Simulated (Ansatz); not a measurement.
# AlN+ (quartet): the correlation ladder, cc-pVTZ

Aim: climb from Hartree-Fock through coupled cluster and multireference methods for AlN+ (quartet) at one geometry and basis, and see what each rung misses.

Computed with Ansatz 0.2.0, Gaussian basis. Level: cc-pVTZ, core rule «outside noble gas», up to 6 orbitals frozen.

Plan: UHF; CCSD(T) on ROHF; CCSD(T) on UHF; BCCD(T) on ROHF; CISD; CCSDT(Q) on ROHF; CCSDT(Q) on UHF; CASSCF and MRCISD+Q, 7 electrons in 8 orbitals; CASSCF and NEVPT2, 7 electrons in 8 orbitals.

16 further runs of the same task are left out: 4 that didn't finish, 12 set aside as unsound or not needed.

## (1) The system

The geometry is a PBE0/def2-TZVP stationary point (not a proven minimum) of the parent state, kept for this charge and spin.

2 atoms, charge 1, spin multiplicity 4.

Atoms are counted from 1 here; the program's logs count them from 0.

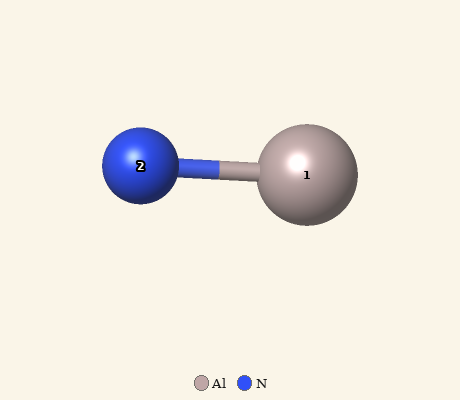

The geometry (aluminium light grey, nitrogen blue); atoms are numbered from 1 in the order of the file.

## (2) UHF

in.yaml reads:

```yaml
crystal:
  periodic: [false, false, false]
  atoms:
    - {symbol: Al, position_ang: [0.000000, 0.000000, 0.000000]}
    - {symbol: N, position_ang: [0.000000, 0.000000, 1.789283]}
basis:
  gaussian: {orbitals: cc-pVTZ}
total_charge: 1
magnetization: {spin_polarized: true, initial_magnetization: 3}
hamiltonian: {xc: hf}
output: {orbitals: {seedname: orbitals}}
```

Started as:

```
$ ansatz run in.yaml --threads 1 --pin off --events-out ev --progress --plain --max-ram 2393MiB
```

Further steps of the session: CCSD(T) on ROHF; CCSD(T) on UHF; BCCD(T) on ROHF; CISD; CCSDT(Q) on ROHF; CCSDT(Q) on UHF; CASSCF and MRCISD+Q, 7 electrons in 8 orbitals; CASSCF and NEVPT2, 7 electrons in 8 orbitals.

Q: Predict the results of all the runs planned. Wanted: UCCSDT(Q) below the RHF energy; RMP2 from UCCSDT(Q); UMP2 from UCCSDT(Q); RCCSD from UCCSDT(Q); RCCSD(T) from UCCSDT(Q); UCCSD(T) from UCCSDT(Q); RCCSDT(Q) from UCCSDT(Q); NEVPT2 valence from UCCSDT(Q); MRCISD+Q valence from UCCSDT(Q).

The runs gave:

| quantity | value |
| --- | --- |
| UCCSDT(Q) below the RHF energy | -5.2381 eV |
| RMP2 from UCCSDT(Q) | +82.2 kJ/mol |
| UMP2 from UCCSDT(Q) | +85.4 kJ/mol |
| RCCSD from UCCSDT(Q) | +24.0 kJ/mol |
| RCCSD(T) from UCCSDT(Q) | +3.7 kJ/mol |
| UCCSD(T) from UCCSDT(Q) | +3.7 kJ/mol |
| RCCSDT(Q) from UCCSDT(Q) | +0.5 kJ/mol |
| NEVPT2 valence from UCCSDT(Q) | +65.1 kJ/mol |
| MRCISD+Q valence from UCCSDT(Q) | +5.8 kJ/mol |
| levels within 1 kcal/mol (43 meV) | RCCSD(T), UCCSD(T), BCCD(T), RCCSDT, UCCSDT, RCCSDT(Q) |
| T1 diagnostic | 0.050 |
| effectively unpaired electrons | 3.01 |

In words: RCCSD(T) lands +3.7 kJ/mol from the yardstick (0.7 % of the correlation energy). The occupations are near whole numbers, but T1 = 0.050 shows that the orbitals relax strongly. Of the multireference levels listed MRCISD+Q valence comes nearest in total energy (+5.8 kJ/mol), which doesn't show that its space is the better one. These misses are within one basis, not against nature; the frozen cores of restricted and unrestricted runs differ, which can shift their rows.
